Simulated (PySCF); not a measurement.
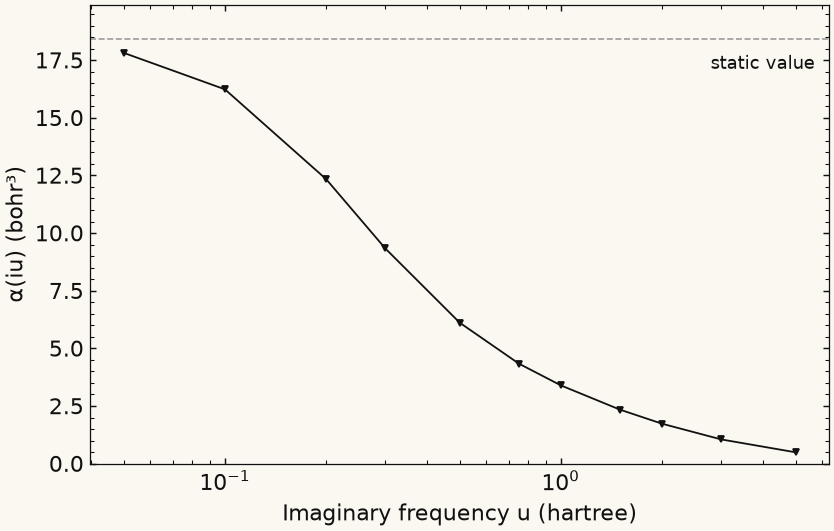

Dipole polarisability at imaginary frequency of an atom or ion with 46 electrons in the configuration [Kr] 4d⁹ 5s. Coupled response at the HF level; PySCF, def2-QZVPPD with a 28-electron core potential, unrestricted single determinants, no spin-orbit coupling.

Q: Which species is it, and what does the curve give?

A: Cd²⁺ (cadmium, Z = 48). The static dipole polarisability is 18.4 bohr³; α(iu) falls to half of it near u = 0.31 hartree. The Casimir–Polder integral gives C₆ = 90.2 hartree bohr⁶ for two such species.
